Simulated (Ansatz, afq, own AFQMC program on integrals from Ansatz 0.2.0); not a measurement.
# HO (quartet): AFQMC on the coupled-cluster ladder, cc-pVDZ

Aim: compute HO (quartet) with auxiliary-field quantum Monte Carlo on the same integrals as coupled cluster, and set the energies side by side.

Program: Ansatz 0.2.0, Gaussian basis, and an in-house AFQMC program (afq) on its integrals; all values are calculated. Level of theory: cc-pVDZ, frozen cores. These are calculated values, not measurements.

To be run: Full CI; PBE (unrestricted); r2SCAN (unrestricted); PBE0 (unrestricted); B3LYP (unrestricted); wB97M-V (unrestricted); B2PLYP (unrestricted); CCSD(T) on UHF; CCSDT(Q) on UHF; CCSDTQ on UHF; Phaseless AFQMC, CISD trial on UHF; Phaseless AFQMC, single-determinant trial on UHF; Free-projection AFQMC, CISD trial on UHF.

1 further run of the same task is left out (it didn't finish).

### 1 What is computed

The geometry is a PBE0/def2-TZVP stationary point (not a proven minimum) of the parent state, kept for this charge and spin.

2 atoms, charge 0, spin multiplicity 4.

Atoms are counted from 1 here; the program's logs count them from 0.

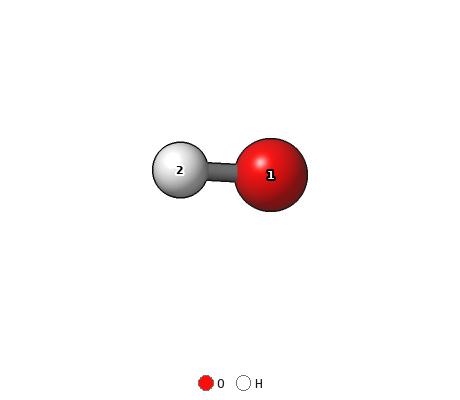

The structure; oxygen red, hydrogen white; atoms are numbered from 1 in the order of the file.

Coordinates:

```
O     0.0000    0.0000    0.0000
H     0.0000    0.0000    0.9731
```

### 2 Full CI

in.yaml

```yaml
crystal:
  periodic: [false, false, false]
  atoms:
    - {symbol: O, position_ang: [0.000000, 0.000000, 0.000000]}
    - {symbol: H, position_ang: [0.000000, 0.000000, 0.973108]}
basis:
  gaussian: {orbitals: cc-pVDZ}
magnetization: {spin_polarized: false, initial_magnetization: 3}
correlation: {method: fci, electrons: outside_noble_gas}
```

On the command line:

```bash
$ ansatz run in.yaml --threads 1 --pin off --events-out ev --progress --plain --max-ram 1382MiB
```

Standard output:

```text
Functional definition: HF
  name "HF"
  cite "Fock, Z. Phys. 61, 126 (1930) doi:10.1007/BF01340294"
  parent pbe
  exchange = exact_x
  correlation = 0
276 factors; integrals over basis functions are off by at most 1.7e-7 eV
mean field evaluation 1: about -2043.4412 eV, gradient 1.8e1 eV
mean field evaluation 2: about -2043.4424 eV, gradient 1.8e1 eV
mean field evaluation 4: about -2044.6356 eV, gradient 9.5e-1 eV
mean field evaluation 8: about -2044.6388 eV, gradient 1.2e-4 eV
mean field -2044.63875458 eV, -75.1390883249 hartree, gradient 2.2e-6 eV, S^2 3.750000; 0 other end points of the search recorded, 0 dependent functions left out
mean field evaluation 16: about -2044.8313 eV, gradient 3.7e-1 eV
1 core orbitals not correlated: weight in the atoms' cores, before any rotation towards them, 1.000 or more for the frozen orbitals, at most 0.000 for the correlated occupied ones
reference -2044.63875458 eV, -75.1390883249 hartree; 5, 2 occupied and 13, 16 virtual orbitals, 276 factors
state -2048.38073545 eV, -75.2766035854 hartree
Total energy: -2048.38073545 eV, -75.2766035854 hartree
```

It took 5.5 s on 1 thread of Arm Neoverse N1, shared host.

From the report: 329,284 determinants, symmetry A2.

### 3 PBE (unrestricted)

in.yaml

```yaml
crystal:
  periodic: [false, false, false]
  atoms:
    - {symbol: O, position_ang: [0.000000, 0.000000, 0.000000]}
    - {symbol: H, position_ang: [0.000000, 0.000000, 0.973108]}
basis:
  gaussian: {orbitals: cc-pVDZ}
magnetization: {spin_polarized: true, initial_magnetization: 3}
hamiltonian: {xc: {name: PBE}}
output: {orbitals: {seedname: orbitals}}
```

The command is unchanged.

Standard output:

```text
Functional definition: PBE
  name "PBE"
  cite "Perdew, Burke & Ernzerhof, Phys. Rev. Lett. 77, 3865 (1996) doi:10.1103/PhysRevLett.77.3865"
  parent pbe
  parameter kappa = 0.804
  parameter beta = 0.06672455060314922
  exchange = pbe_x(kappa = kappa, mu = beta*pi^2/3)
  correlation = pbe_c(beta = beta)
193 factors; their error is unknown
mean field evaluation 1: about -2050.1947 eV, gradient 6.9e0 eV
mean field evaluation 2: about -2050.4344 eV, gradient 3.2e0 eV
mean field evaluation 4: about -2050.4778 eV, gradient 2.7e-1 eV
mean field evaluation 8: about -2050.4641 eV, gradient 1.3e-4 eV
mean field -2050.46411136 eV, -75.3531662379 hartree, gradient 2.0e-5 eV, S^2 3.751729; 0 other end points of the search recorded, 0 dependent functions left out
reference -2050.46413072 eV, -75.3531669493 hartree; 6, 3 occupied and 13, 16 virtual orbitals, 193 factors
Total energy: -2050.46413072 eV, -75.3531669493 hartree
```

It took 0.36 s on 1 thread of Arm Neoverse N1, shared host.

From the report: ⟨S²⟩ of the determinant 3.752 (pure quartet: 3.75).

### 4 r2SCAN (unrestricted)

in.yaml: that of step 3 with these lines changed.

```diff
@@ -8,3 +8,2 @@
 magnetization: {spin_polarized: true, initial_magnetization: 3}
-hamiltonian: {xc: {name: PBE}}
-output: {orbitals: {seedname: orbitals}}
+hamiltonian: {xc: {name: r2SCAN}}
```

Same command.

Standard output:

```text
Functional definition: r2SCAN
  name "r2SCAN"
  cite "Furness, Kaplan, Ning, Perdew & Sun, J. Phys. Chem. Lett. 11, 8208 (2020) doi:10.1021/acs.jpclett.0c02405"
  cite "Furness, Kaplan, Ning, Perdew & Sun, J. Phys. Chem. Lett. 11, 9248 (2020) doi:10.1021/acs.jpclett.0c03077"
  parent r2scan
  parameter k0 = 0.174
  parameter k1 = 0.065
  parameter a1 = 4.9479
  exchange = r2scan_x(k0 = k0, k1 = k1, a1 = a1)
  correlation = r2scan_c
193 factors; their error is unknown
mean field evaluation 1: about -2051.5111 eV, gradient 7.7e0 eV
mean field evaluation 2: about -2051.8230 eV, gradient 3.6e0 eV
mean field evaluation 4: about -2051.8723 eV, gradient 2.4e-1 eV
mean field evaluation 8: about -2051.8602 eV, gradient 1.0e-3 eV
mean field -2051.86016910 eV, -75.4044704136 hartree, gradient 8.2e-5 eV, S^2 3.753563; 0 other end points of the search recorded, 0 dependent functions left out
reference -2051.86017507 eV, -75.4044706330 hartree; 6, 3 occupied and 13, 16 virtual orbitals, 193 factors
Total energy: -2051.86017507 eV, -75.4044706330 hartree
```

Wall time 1.1 s (1 thread of Arm Neoverse N1, shared host).

From the report: ⟨S²⟩ of the determinant 3.754 (pure quartet: 3.75).

### 5 PBE0 (unrestricted)

in.yaml: that of step 4 with these lines changed.

```diff
@@ -8,2 +8,3 @@
 magnetization: {spin_polarized: true, initial_magnetization: 3}
-hamiltonian: {xc: {name: r2SCAN}}
+hamiltonian: {xc: {name: PBE0}}
+output: {orbitals: {seedname: orbitals}}
```

The command is unchanged.

Standard output:

```text
Functional definition: PBE0
  name "PBE0"
  cite "Adamo & Barone, J. Chem. Phys. 110, 6158 (1999) doi:10.1063/1.478522"
  cite "Perdew, Burke & Ernzerhof, Phys. Rev. Lett. 77, 3865 (1996) doi:10.1103/PhysRevLett.77.3865"
  parent pbe
  parameter a = 0.25
  parameter kappa = 0.804
  parameter beta = 0.06672455060314922
  exchange = (1 - a)*pbe_x(kappa = kappa, mu = beta*pi^2/3) + a*exact_x
  correlation = pbe_c(beta = beta)
175 factors; integrals over basis functions are off by at most 1.1e-3 eV
mean field evaluation 1: about -2050.4386 eV, gradient 7.6e0 eV
mean field evaluation 2: about -2050.7239 eV, gradient 3.9e0 eV
mean field evaluation 4: about -2050.7802 eV, gradient 1.3e-1 eV
mean field evaluation 8: about -2050.7740 eV, gradient 5.3e-4 eV
mean field -2050.77400584 eV, -75.3645546501 hartree, gradient 3.3e-5 eV, S^2 3.752562; 0 other end points of the search recorded, 0 dependent functions left out
reference -2050.77402034 eV, -75.3645551830 hartree; 6, 3 occupied and 13, 16 virtual orbitals, 175 factors
Total energy: -2050.77402034 eV, -75.3645551830 hartree
```

Run time: 0.4 s. Hardware: 1 thread of Arm Neoverse N1, shared host.

From the report: ⟨S²⟩ of the determinant 3.753 (pure quartet: 3.75).

### 6 B3LYP (unrestricted)

in.yaml: that of step 5 with these lines changed.

```diff
@@ -8,3 +8,2 @@
 magnetization: {spin_polarized: true, initial_magnetization: 3}
-hamiltonian: {xc: {name: PBE0}}
-output: {orbitals: {seedname: orbitals}}
+hamiltonian: {xc: {name: B3LYP}}
```

Launched as before.

Standard output, shortened:

```text
Functional definition: B3LYP
  name "B3LYP"
  cite "Stephens, Devlin, Chabalowski & Frisch, J. Phys. Chem. 98, 11623 (1994) doi:10.1021/j100096a001"
  cite "Becke, Phys. Rev. A 38, 3098 (1988) doi:10.1103/PhysRevA.38.3098"
  cite "Lee, Yang & Parr, Phys. Rev. B 37, 785 (1988) doi:10.1103/PhysRevB.37.785"
  cite "Vosko, Wilk & Nusair, Can. J. Phys. 58, 1200 (1980) doi:10.1139/p80-159"
[...]
175 factors; integrals over basis functions are off by at most 1.1e-3 eV
[...]
mean field -2052.80423306 eV, -75.4391641242 hartree, gradient 2.9e-5 eV, S^2 3.752243; 0 other end points of the search recorded, 0 dependent functions left out
reference -2052.80436703 eV, -75.4391690476 hartree; 6, 3 occupied and 13, 16 virtual orbitals, 175 factors
Total energy: -2052.80436703 eV, -75.4391690476 hartree
```

Run time: 0.39 s. Hardware: 1 thread of Arm Neoverse N1, shared host.

From the report: ⟨S²⟩ of the determinant 3.752 (pure quartet: 3.75).

### 7 wB97M-V (unrestricted)

in.yaml: that of step 6 with these lines changed.

```diff
@@ -8,2 +8,3 @@
 magnetization: {spin_polarized: true, initial_magnetization: 3}
-hamiltonian: {xc: {name: B3LYP}}
+hamiltonian: {xc: {name: wB97M-V}}
+output: {orbitals: {seedname: orbitals}}
```

Same command.

Standard output, shortened:

```text
Functional definition: wB97M-V
  name "wB97M-V"
  cite "Mardirossian & Head-Gordon, J. Chem. Phys. 144, 214110 (2016) doi:10.1063/1.4952647"
  cite "Becke, J. Chem. Phys. 107, 8554 (1997) doi:10.1063/1.475007"
  cite "Vydrov & Van Voorhis, J. Chem. Phys. 133, 244103 (2010) doi:10.1063/1.3521275"
  # Of w^i u^j: cxij and so on, Table III.
[...]
  gx(w, u) = 1 - cx + cx01*u + cx10*w
  gss(w, u) = css00 + css04*u^4 + css10*w + css20*w^2 + css43*w^4*u^3
  gos(w, u) = cos00 + cos10*w + (cos20 + cos21*u)*w^2 + (cos60 + cos61*u)*w^6
[...]
      + integral(e_c_pw_mod_opposite_spin*gos(b97_w_opposite, b97_u_opposite)) + vv10(b, c)
175 factors; integrals over basis functions are off by at most 1.1e-3 eV
45 factors; integrals over basis functions are off by at most 1.1e-4 eV
[...]
mean field -2052.06657934 eV, -75.4120558501 hartree, gradient 5.4e-5 eV, S^2 3.752365; 0 other end points of the search recorded, 0 dependent functions left out
reference -2052.06659764 eV, -75.4120565226 hartree; 6, 3 occupied and 13, 16 virtual orbitals, 175 factors
Total energy: -2052.06659764 eV, -75.4120565226 hartree
```

Wall time 1.2 s (1 thread of Arm Neoverse N1, shared host).

From the report: ⟨S²⟩ of the determinant 3.752 (pure quartet: 3.75).

### 8 B2PLYP (unrestricted)

in.yaml: that of step 7 with these lines changed.

```diff
@@ -8,3 +8,3 @@
 magnetization: {spin_polarized: true, initial_magnetization: 3}
-hamiltonian: {xc: {name: wB97M-V}}
-output: {orbitals: {seedname: orbitals}}
+hamiltonian: {xc: {name: B2PLYP}}
+correlation: {electrons: outside_noble_gas}
```

The command is unchanged.

Standard output, shortened:

```text
Functional definition: B2PLYP
  name "B2PLYP"
  cite "Grimme, J. Chem. Phys. 124, 034108 (2006) doi:10.1063/1.2148954"
  cite "Becke, Phys. Rev. A 38, 3098 (1988) doi:10.1103/PhysRevA.38.3098"
  cite "Lee, Yang & Parr, Phys. Rev. B 37, 785 (1988) doi:10.1103/PhysRevB.37.785"
[...]
175 factors; integrals over basis functions are off by at most 1.1e-3 eV
[...]
mean field -2050.21320292 eV, -75.3439455227 hartree, gradient 8.4e-6 eV, S^2 3.753842; 0 other end points of the search recorded, 0 dependent functions left out
1 core orbitals not correlated: weight in the atoms' cores, before any rotation towards them, 1.000 or more for the frozen orbitals, at most 0.000 for the correlated occupied ones
reference -2050.21328958 eV, -75.3439487077 hartree; 5, 2 occupied and 13, 16 virtual orbitals, 175 factors
second order -3.56902172 eV of doubles, -0.00000000 eV of singles
Total energy: -2051.17692545 eV, -75.3793616725 hartree
```

Run time: 0.42 s. Hardware: 1 thread of Arm Neoverse N1, shared host.

From the report: ⟨S²⟩ of the determinant 3.754 (pure quartet: 3.75).

### 9 CCSD(T) on UHF

in.yaml: that of step 8 with these lines changed.

```diff
@@ -8,3 +8,2 @@
 magnetization: {spin_polarized: true, initial_magnetization: 3}
-hamiltonian: {xc: {name: B2PLYP}}
-correlation: {electrons: outside_noble_gas}
+correlation: {method: ccsd_t, electrons: outside_noble_gas, hamiltonian_folder: ham}
```

Same command.

Standard output, shortened:

```text
Functional definition: HF
  name "HF"
  cite "Fock, Z. Phys. 61, 126 (1930) doi:10.1007/BF01340294"
  parent pbe
[...]
175 factors; integrals over basis functions are off by at most 1.1e-3 eV
[...]
mean field -2044.83251988 eV, -75.1462090685 hartree, gradient 2.0e-6 eV, S^2 3.757478; 1 other end points of the search recorded, 0 dependent functions left out
determinant -2044.83251988 eV, -75.1462090685 hartree, with singles and doubles -2048.34081514 eV, -75.2751365412 hartree
determinant -2041.34717363 eV, -75.0181249561 hartree, with singles and doubles -2044.84989461 eV, -75.1468475777 hartree
1 core orbitals not correlated: weight in the atoms' cores, before any rotation towards them, 1.000 or more for the frozen orbitals, at most 0.000 for the correlated occupied ones
reference -2044.83251988 eV, -75.1462090685 hartree; 5, 2 occupied and 13, 16 virtual orbitals, 175 factors
second order -3.03450534 eV of doubles, -0.00000000 eV of singles
cycle   1  -3.50831835 eV  change   -2.3e-5 eV  update   5.1e-5
[...]
cycle   3  -3.50834167 eV  change    1.4e-7 eV  update   5.3e-6
perturbative correction -0.03486125 eV, -0.0012811273 hartree
Total energy: -2048.37572281 eV, -75.2764193742 hartree
```

Run time: 0.48 s. Hardware: 1 thread of Arm Neoverse N1, shared host.

From the report: ⟨S²⟩ of the determinant 3.757 (pure quartet: 3.75); correlation -3.5432 eV; T1 0.007; largest double amplitude 0.04.

This run also writes the integrals to the folder ham.

### 10 CCSDT(Q) on UHF

in.yaml: that of step 9 with these lines changed.

```diff
@@ -8,2 +8,2 @@
 magnetization: {spin_polarized: true, initial_magnetization: 3}
-correlation: {method: ccsd_t, electrons: outside_noble_gas, hamiltonian_folder: ham}
+correlation: {method: ccsdt_q, electrons: outside_noble_gas}
```

Launched as before.

Standard output, shortened:

```text
Functional definition: HF
  name "HF"
  cite "Fock, Z. Phys. 61, 126 (1930) doi:10.1007/BF01340294"
  parent pbe
[...]
276 factors; integrals over basis functions are off by at most 1.7e-7 eV
[...]
mean field -2044.83255342 eV, -75.1462103008 hartree, gradient 2.0e-6 eV, S^2 3.757477; 1 other end points of the search recorded, 0 dependent functions left out
determinant -2044.83255342 eV, -75.1462103008 hartree, with singles and doubles -2048.34084687 eV, -75.2751377070 hartree
determinant -2041.34720664 eV, -75.0181261693 hartree, with singles and doubles -2044.84992748 eV, -75.1468487857 hartree
1 core orbitals not correlated: weight in the atoms' cores, before any rotation towards them, 1.000 or more for the frozen orbitals, at most 0.000 for the correlated occupied ones
reference -2044.83255342 eV, -75.1462103008 hartree; 5, 2 occupied and 13, 16 virtual orbitals, 276 factors
second order -3.03451098 eV of doubles, -0.00000000 eV of singles
cycle   1  -3.40321139 eV  change   -3.7e-1 eV  update   3.1e-2
[...]
cycle  11  -3.54820371 eV  change   -2.5e-7 eV  update   2.3e-7
perturbative correction -0.00175483 eV, -0.0000644888 hartree
Total energy: -2048.38251195 eV, -75.2766688707 hartree
```

Run time: 2.4 s. Hardware: 1 thread of Arm Neoverse N1, shared host.

From the report: ⟨S²⟩ of the determinant 3.757 (pure quartet: 3.75); correlation -3.5500 eV; T1 0.006; largest double amplitude 0.04.

### 11 CCSDTQ on UHF

in.yaml: that of step 10 with these lines changed.

```diff
@@ -8,2 +8,2 @@
 magnetization: {spin_polarized: true, initial_magnetization: 3}
-correlation: {method: ccsdt_q, electrons: outside_noble_gas}
+correlation: {method: ccsdtq, electrons: outside_noble_gas}
```

Same command.

Standard output, shortened:

```text
Functional definition: HF
  name "HF"
  cite "Fock, Z. Phys. 61, 126 (1930) doi:10.1007/BF01340294"
  parent pbe
[...]
276 factors; integrals over basis functions are off by at most 1.7e-7 eV
[...]
mean field -2044.83255342 eV, -75.1462103008 hartree, gradient 2.0e-6 eV, S^2 3.757477; 1 other end points of the search recorded, 0 dependent functions left out
determinant -2044.83255342 eV, -75.1462103008 hartree, with singles and doubles -2048.34084687 eV, -75.2751377070 hartree
determinant -2041.34720664 eV, -75.0181261693 hartree, with singles and doubles -2044.84992748 eV, -75.1468487857 hartree
1 core orbitals not correlated: weight in the atoms' cores, before any rotation towards them, 1.000 or more for the frozen orbitals, at most 0.000 for the correlated occupied ones
reference -2044.83255342 eV, -75.1462103008 hartree; 5, 2 occupied and 13, 16 virtual orbitals, 276 factors
second order -3.03451098 eV of doubles, -0.00000000 eV of singles
cycle   1  -3.40321139 eV  change   -3.7e-1 eV  update   3.1e-2
[...]
cycle  11  -3.55022002 eV  change   -7.5e-8 eV  update   3.4e-7
Total energy: -2048.38277344 eV, -75.2766784802 hartree
```

It took 17 s on 1 thread of Arm Neoverse N1, shared host.

From the report: ⟨S²⟩ of the determinant 3.757 (pure quartet: 3.75); correlation -3.5502 eV; T1 0.006; largest double amplitude 0.04.

### 12 Phaseless AFQMC, CISD trial on UHF

It reads the integrals that the CCSD(T) run on this determinant wrote.

On the command line:

```bash
$ afq ham --method phaseless --trial cisd --walkers 170 --populations 1 --least-time 40 --time-step 0.005 --steps-per-block 50 --equilibration-blocks 28 --max-blocks 300 --target-error 0.00032 --factor-cut 1e-05 --start spin_pure --seed 198 --release-times 0.24,0.5,1,1.5 --release-step 0.02 --release-every 4 --taylor-order 6
```

Standard output:

```text
orbitals 18  electrons 5 2  factors 114 of 175
reference energy -75.14620907 Eh
CCSD correlation -0.12892922 Eh in 8 cycles, weight of the determinant in the CISD state 0.9665
energy of the start -75.275072 Eh
 block  time / (1/Eh)  mean weight  energy / Eh
     1     0.250  0.9990  -75.275256
     2     0.500  1.0027  -75.275793
     3     0.750  0.9995  -75.275844
     4     1.000  1.0003  -75.275842
     5     1.250  1.0008  -75.276204
     6     1.500  0.9996  -75.276267
     7     1.750  0.9999  -75.276308
     8     2.000  1.0003  -75.276718
     9     2.250  0.9985  -75.276409
    10     2.500  0.9999  -75.276236
    13     3.250  1.0005  -75.276263
    17     4.250  1.0005  -75.276891
    21     5.250  1.0000  -75.276394
    25     6.250  1.0000  -75.276535
    29     7.250  1.0018  -75.276333
    33     8.250  0.9992  -75.275938
    37     9.250  1.0014  -75.276741
    41    10.250  0.9980  -75.276653
    45    11.250  0.9978  -75.275981
    49    12.250  0.9986  -75.277184
    53    13.250  1.0006  -75.276031
    57    14.250  0.9982  -75.276847
    61    15.250  0.9985  -75.276257
    65    16.250  1.0006  -75.277039
    69    17.250  1.0004  -75.277629
    73    18.250  1.0004  -75.276693
    77    19.250  1.0006  -75.276253
    81    20.250  1.0005  -75.275990
    85    21.250  1.0002  -75.276682
    89    22.250  1.0010  -75.276217
    93    23.250  0.9991  -75.276552
    97    24.250  1.0017  -75.276855
   101    25.250  1.0002  -75.276997
   105    26.250  0.9994  -75.275973
   109    27.250  0.9994  -75.276121
   113    28.250  1.0002  -75.276894
   117    29.250  0.9994  -75.275970
   121    30.250  1.0006  -75.276844
   125    31.250  1.0000  -75.277794
   129    32.250  1.0006  -75.277149
   133    33.250  0.9995  -75.276334
   137    34.250  1.0010  -75.276664
   141    35.250  1.0007  -75.276814
   145    36.250  1.0007  -75.277106
   149    37.250  0.9993  -75.276665
   153    38.250  0.9930  -75.276560
   157    39.250  1.0008  -75.276344
   161    40.250  0.9997  -75.276406
   165    41.250  0.9984  -75.277162
   169    42.250  0.9988  -75.276072
   173    43.250  1.0003  -75.276250
   177    44.250  0.9986  -75.276733
   181    45.250  1.0007  -75.276146
   185    46.250  1.0007  -75.276292
blocks merged  error / Eh  count
     1  0.000038  160
     2  0.000045  80
     4  0.000051  40
     8  0.000051  20
    16  0.000047  10
released: time / (1/Eh)  energy / Eh  error  mean overlap
  0.24  -75.276656  0.000058  0.9951
  0.50  -75.276556  0.000034  1.0028
  1.00  -75.276754  0.000070  0.9926
  1.50  -75.276606  0.000063  1.0011
energy -75.276633 +/- 0.000051 Eh
```

Run time: 3.7 min. Hardware: 1 thread of Arm Neoverse N1, shared host.

Energy -2048.3815 ± 0.0014 eV. Caveats: constraint bias not in the error.

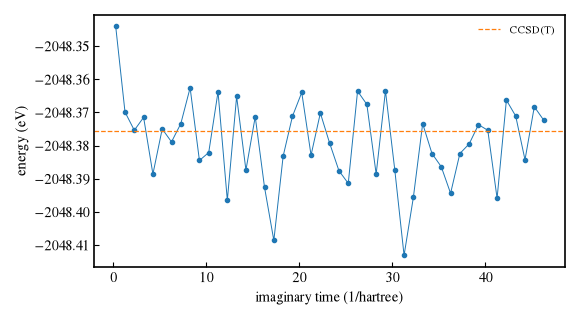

Block energies along the walk.

[end of part 1 of 2]
